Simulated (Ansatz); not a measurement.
Cost and result by functional for the surface energy of the (111) surface of fcc Au in its 1x1 cell (the real clean face reconstructs), outermost plane spacing 2.40 Å in the ideal cut, in Ansatz (plane waves, PAW). Single points on the PBE structure, on one kind of machine; costs are rough ratios of the slab run's core time (references not counted) to the cheapest single point. r2SCAN's cost holds its higher cutoff (500 against 420 eV). Differences are taken against r2SCAN for comparison alone: no measured value is at hand, so the table doesn't rank accuracy.

Set-up: 5 atoms, 9.6 Å thick at the start (thin: gaps and levels are the slab's own); mesh 15x15x1; 0.1 eV smearing; dipole correction on; all atoms relaxed; held to the start's symmetry, so lower structures may exist; no spin, no spin-orbit, no U. These notes are the PBE run's.

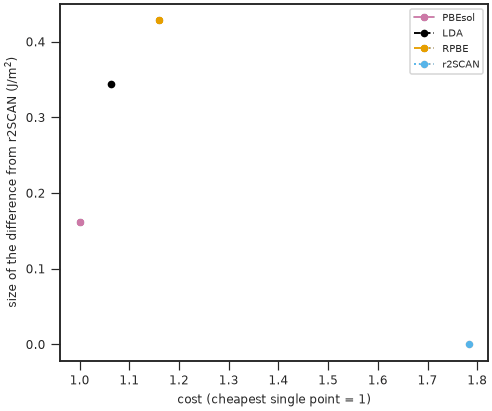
Figure. Difference from r2SCAN against cost

| functional | relative cost | surface energy (J/m²) | less r2SCAN (J/m²) |
|---|---|---|---|
| PBEsol | 1 | 1.05 | 0.16 |
| LDA | 1 | 1.23 | 0.34 |
| RPBE | 1 | 0.46 | -0.43 |
| r2SCAN | 2 | 0.89 | 0.00 |
| PBE (the relaxed run's value) | – | 0.69 | -0.19 |

The values span 0.77 J/m², while the single points' costs differ by a factor of roughly 2. Differences are of unrounded values.

Ansatz is a quantum-chemistry and plane-wave program.
